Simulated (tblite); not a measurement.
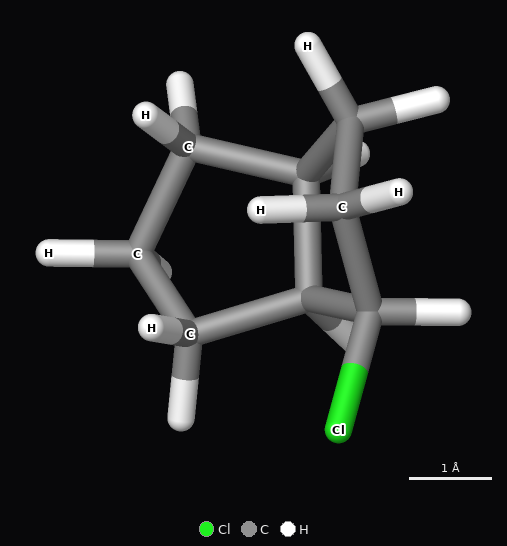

Fig. 1: The structure as given in the input (stick view, seen at a tilt).

Geometry relaxation, with input and output: C8H13Cl

C8H13Cl, computed with GFN2-xTB geometry optimisation, gas phase (tblite 0.8.0).

### Input file
```
{"job": {"xc": "GFN2-xTB", "basis": "xTB", "kind": "relax"}, "charge": 0, "multiplicity": 1}
Cl    -1.671900     2.195600    -1.563100
C     -1.446700     0.550800    -0.987500
C     -1.844600     0.368300     0.482100
C     -1.256200    -0.979600     0.821900
C      0.080600    -1.037400     0.090800
C      1.285500    -0.678100     0.950700
C      2.143300     0.218600     0.063100
C      1.107700     1.066700    -0.641700
C      0.011800     0.051300    -1.013200
H     -2.064100    -0.107900    -1.601700
H     -1.425100     1.149600     1.116100
H     -2.943900     0.381300     0.612000
H     -1.163300    -1.130800     1.920600
H     -1.907500    -1.780200     0.446600
H      0.226400    -2.016700    -0.363000
H      0.983800    -0.125500     1.863900
H      1.837200    -1.564900     1.283200
H      2.847400     0.815000     0.642500
H      2.708100    -0.382900    -0.648100
H      0.735900     1.837300     0.042600
H      1.510400     1.566600    -1.524600
H      0.235000    -0.377600    -1.994000
```

The first line tells a small driver script what to run in tblite; the rest is the geometry in Å.

Run on 1 CPU thread, shared host.

Launch command:
```bash
OMP_NUM_THREADS=1 python <driver script> task.json out
```

### What the program printed
```
step      E/eV     max force
  0    -771.31763    1.053
  1    -771.35948    0.359
  2    -771.36553    0.158
  3    -771.37059    0.132
  4    -771.37327    0.164
  5    -771.37547    0.119
  6    -771.37670    0.090
  7    -771.37783    0.108
  8    -771.37901    0.115
  9    -771.38027    0.090
 10    -771.38137    0.076
 11    -771.38228    0.054
 12    -771.38307    0.072
 13    -771.38386    0.071
 14    -771.38463    0.059
 15    -771.38524    0.046
 16    -771.38562    0.042
 17    -771.38583    0.043
 18    -771.38596    0.031
 19    -771.38596    0.031
 20    -771.38601    0.028
 21    -771.38614    0.019
 22    -771.38619    0.019
 23    -771.38631    0.025
 24    -771.38639    0.021
 25    -771.38646    0.019
 26    -771.38652    0.019
 27    -771.38661    0.021
 28    -771.38671    0.023
 29    -771.38683    0.023
 30    -771.38696    0.031
 31    -771.38709    0.036
 32    -771.38724    0.041
 33    -771.38744    0.044
 34    -771.38768    0.040
 35    -771.38794    0.032
 36    -771.38818    0.037
 37    -771.38840    0.032
 38    -771.38859    0.030
 39    -771.38874    0.024
 40    -771.38886    0.020
 41    -771.38894    0.018
 42    -771.38900    0.020
 43    -771.38907    0.018
 44    -771.38914    0.017
 45    -771.38919    0.014
 46    -771.38923    0.014
 47    -771.38928    0.014
 48    -771.38933    0.019
 49    -771.38937    0.019
 50    -771.38941    0.013
 51    -771.38945    0.013
 52    -771.38948    0.015
 53    -771.38952    0.017
 54    -771.38956    0.013
 55    -771.38958    0.015
 56    -771.38961    0.013
 57    -771.38964    0.015
 58    -771.38967    0.014
 59    -771.38970    0.010
 60    -771.38971    0.008
 61    -771.38973    0.011
 62    -771.38975    0.016
 63    -771.38978    0.015
 64    -771.38980    0.010
 65    -771.38983    0.009
 66    -771.38985    0.013
 67    -771.38987    0.015
 68    -771.38989    0.012
 69    -771.38991    0.011
 70    -771.38993    0.009
 71    -771.38994    0.007
 72    -771.38995    0.006
 73    -771.38996    0.005
 74    -771.38996    0.004
 75    -771.38996    0.004
```

### Trajectory as extended XYZ (Å, eV, eV/Å), 5 of the 12 frames kept, from step=0 to step=75
```
22
Properties=species:S:1:pos:R:3:forces:R:3 step=0 energy=-771.31763
Cl   -1.6719    2.1956   -1.5631    0.0320   0.2340  -0.1060
C    -1.4467    0.5508   -0.9875    0.4070  -0.4180   0.6870
C    -1.8446    0.3683    0.4821   -0.9100   0.3330  -0.0780
C    -1.2562   -0.9796    0.8219   -0.2190  -0.7240   0.7330
C     0.0806   -1.0374    0.0908    0.0360   0.0600  -0.1600
C     1.2855   -0.6781    0.9507    0.3820  -0.0070   0.6610
C     2.1433    0.2186    0.0631    0.1600  -0.0230   0.3500
C     1.1077    1.0667   -0.6417   -0.2730   0.2490  -0.3310
C     0.0118    0.0513   -1.0132   -0.0600   0.1260  -0.1440
H    -2.0641   -0.1079   -1.6017   -0.0360   0.0910  -0.1190
H    -1.4251    1.1496    1.1161    0.0740   0.0440  -0.1490
H    -2.9439    0.3813    0.6120    0.4690   0.0770  -0.0540
H    -1.1633   -1.1308    1.9206    0.0470   0.1050  -0.6710
H    -1.9075   -1.7802    0.4466    0.0350   0.1620   0.0710
H     0.2264   -2.0167   -0.3630    0.0280  -0.0980   0.0230
H     0.9838   -0.1255    1.8639    0.0460  -0.2090  -0.5070
H     1.8372   -1.5649    1.2832   -0.1250   0.1110  -0.0410
H     2.8474    0.8150    0.6425    0.0310   0.0060  -0.0210
H     2.7081   -0.3829   -0.6481   -0.0170  -0.0240  -0.0690
H     0.7359    1.8373    0.0426   -0.0800  -0.1740  -0.1340
H     1.5104    1.5666   -1.5246   -0.0720   0.0080   0.0430
H     0.2350   -0.3776   -1.9940    0.0450   0.0730   0.0170
22
Properties=species:S:1:pos:R:3:forces:R:3 step=20 energy=-771.38601
Cl   -1.5917    2.2215   -1.5293   -0.0070   0.0180  -0.0040
C    -1.4270    0.5398   -0.9681   -0.0100   0.0040   0.0050
C    -1.8468    0.3653    0.4855   -0.0010  -0.0070   0.0060
C    -1.2616   -1.0037    0.8293    0.0050  -0.0070  -0.0070
C     0.0855   -1.0573    0.0886    0.0050  -0.0020   0.0040
C     1.2924   -0.6778    0.9606    0.0040   0.0030  -0.0010
C     2.1375    0.2312    0.0728    0.0040   0.0010  -0.0040
C     1.0839    1.0590   -0.6533   -0.0030  -0.0060  -0.0030
C     0.0124    0.0258   -1.0213   -0.0070  -0.0080   0.0040
H    -2.0688   -0.0554   -1.6228   -0.0060   0.0020   0.0000
H    -1.3909    1.1438    1.0978    0.0010  -0.0030  -0.0030
H    -2.9268    0.4111    0.6135    0.0010   0.0090   0.0130
H    -1.1384   -1.1417    1.9026   -0.0140  -0.0040  -0.0110
H    -1.9258   -1.7873    0.4616    0.0040  -0.0010  -0.0060
H     0.2399   -2.0468   -0.3454    0.0050   0.0030   0.0010
H     0.9588   -0.1194    1.8365   -0.0010   0.0010  -0.0030
H     1.8406   -1.5536    1.3051   -0.0030   0.0020   0.0040
H     2.8370    0.8414    0.6419    0.0010   0.0050  -0.0050
H     2.6996   -0.3642   -0.6483    0.0230  -0.0050   0.0160
H     0.6702    1.8048    0.0257    0.0020   0.0030  -0.0080
H     1.4752    1.5746   -1.5285    0.0010  -0.0040   0.0010
H     0.2343   -0.3916   -2.0054   -0.0040  -0.0050   0.0030
22
Properties=species:S:1:pos:R:3:forces:R:3 step=40 energy=-771.38886
Cl   -1.5893    2.2387   -1.4912    0.0040  -0.0060  -0.0020
C    -1.4278    0.5488   -0.9498   -0.0040   0.0140  -0.0130
C    -1.8321    0.3614    0.5063    0.0010  -0.0020  -0.0140
C    -1.2680   -1.0248    0.8106    0.0090  -0.0010   0.0060
C     0.0881   -1.0604    0.0876    0.0040   0.0040  -0.0140
C     1.2802   -0.6595    0.9699   -0.0020   0.0120   0.0020
C     2.1347    0.2404    0.0816    0.0030   0.0030  -0.0030
C     1.0923    1.0472   -0.6848    0.0010  -0.0040   0.0000
C     0.0069    0.0183   -1.0263   -0.0050   0.0130  -0.0060
H    -2.0833   -0.0333   -1.6026   -0.0080   0.0040   0.0000
H    -1.3494    1.1198    1.1237   -0.0040  -0.0160   0.0010
H    -2.9090    0.4287    0.6508    0.0070  -0.0030   0.0120
H    -1.1653   -1.2069    1.8786    0.0020   0.0000   0.0170
H    -1.9332   -1.7857    0.3988    0.0080  -0.0010   0.0040
H     0.2650   -2.0486   -0.3399    0.0000  -0.0050  -0.0130
H     0.9319   -0.0895    1.8318   -0.0160   0.0040   0.0110
H     1.8279   -1.5274    1.3352   -0.0070   0.0080   0.0060
H     2.8121    0.8720    0.6543    0.0050  -0.0040   0.0010
H     2.7259   -0.3624   -0.6096   -0.0070  -0.0070  -0.0030
H     0.6819    1.8242   -0.0391    0.0080  -0.0090  -0.0010
H     1.4967    1.5263   -1.5750    0.0000  -0.0070   0.0070
H     0.2033   -0.4079   -2.0120    0.0020   0.0030   0.0040
22
Properties=species:S:1:pos:R:3:forces:R:3 step=54 energy=-771.38956
Cl   -1.5862    2.2452   -1.4779   -0.0040   0.0110   0.0040
C    -1.4287    0.5533   -0.9454    0.0000  -0.0090   0.0010
C    -1.8272    0.3555    0.5108   -0.0020   0.0020   0.0050
C    -1.2661   -1.0341    0.8047   -0.0020   0.0020   0.0020
C     0.0896   -1.0606    0.0827    0.0030   0.0010   0.0060
C     1.2704   -0.6489    0.9745    0.0040   0.0040   0.0000
C     2.1328    0.2397    0.0834    0.0000   0.0000  -0.0020
C     1.0965    1.0444   -0.6934   -0.0030   0.0010  -0.0020
C     0.0050    0.0199   -1.0294    0.0020  -0.0050  -0.0030
H    -2.0889   -0.0226   -1.5988   -0.0010  -0.0040  -0.0060
H    -1.3359    1.1056    1.1309   -0.0040   0.0040   0.0090
H    -2.9021    0.4266    0.6655   -0.0050  -0.0010  -0.0040
H    -1.1625   -1.2222    1.8720   -0.0040  -0.0060   0.0000
H    -1.9308   -1.7928    0.3884    0.0000   0.0010  -0.0010
H     0.2777   -2.0465   -0.3463   -0.0010   0.0030   0.0010
H     0.9099   -0.0686    1.8250   -0.0020   0.0000  -0.0040
H     1.8137   -1.5116    1.3577   -0.0030   0.0040   0.0030
H     2.8103    0.8735    0.6536    0.0090  -0.0080  -0.0050
H     2.7221   -0.3734   -0.6003    0.0040   0.0030  -0.0010
H     0.6901    1.8298   -0.0561   -0.0010   0.0000   0.0060
H     1.5065    1.5130   -1.5863    0.0020  -0.0020  -0.0030
H     0.1936   -0.4060   -2.0164    0.0070  -0.0030  -0.0070
22
Properties=species:S:1:pos:R:3:forces:R:3 step=75 energy=-771.38996
Cl   -1.5841    2.2540   -1.4586    0.0000   0.0010   0.0020
C    -1.4281    0.5567   -0.9406   -0.0010   0.0040   0.0000
C    -1.8312    0.3495    0.5135   -0.0010   0.0000   0.0000
C    -1.2671   -1.0401    0.8012    0.0000  -0.0010   0.0010
C     0.0918   -1.0579    0.0855   -0.0010   0.0000  -0.0020
C     1.2676   -0.6373    0.9790   -0.0010   0.0000   0.0000
C     2.1359    0.2349    0.0779    0.0010   0.0010   0.0000
C     1.1014    1.0430   -0.6979    0.0000   0.0000  -0.0010
C     0.0051    0.0213   -1.0280   -0.0010   0.0010  -0.0010
H    -2.0880   -0.0128   -1.6001    0.0010   0.0020   0.0010
H    -1.3466    1.0979    1.1411    0.0000   0.0000  -0.0010
H    -2.9073    0.4157    0.6628   -0.0010  -0.0010  -0.0010
H    -1.1691   -1.2368    1.8676    0.0010   0.0010   0.0020
H    -1.9272   -1.7973    0.3751    0.0000  -0.0020   0.0000
H     0.2882   -2.0426   -0.3421    0.0010  -0.0010   0.0000
H     0.9030   -0.0418    1.8171    0.0000   0.0010   0.0020
H     1.8054   -1.4953    1.3800    0.0010  -0.0020   0.0000
H     2.8244    0.8648    0.6389    0.0010   0.0020   0.0010
H     2.7148   -0.3891   -0.6049    0.0000   0.0000  -0.0010
H     0.7005    1.8309   -0.0600   -0.0020  -0.0010   0.0000
H     1.5105    1.5080   -1.5931    0.0010  -0.0010  -0.0020
H     0.1898   -0.4064   -2.0152    0.0010  -0.0010   0.0000
```

### Summary

| quantity | value |
| --- | --- |
| outcome | converged |
| total energy | −771.3900 eV |
| wall time | 0.71 s |
| peak memory | 0.2 GiB |
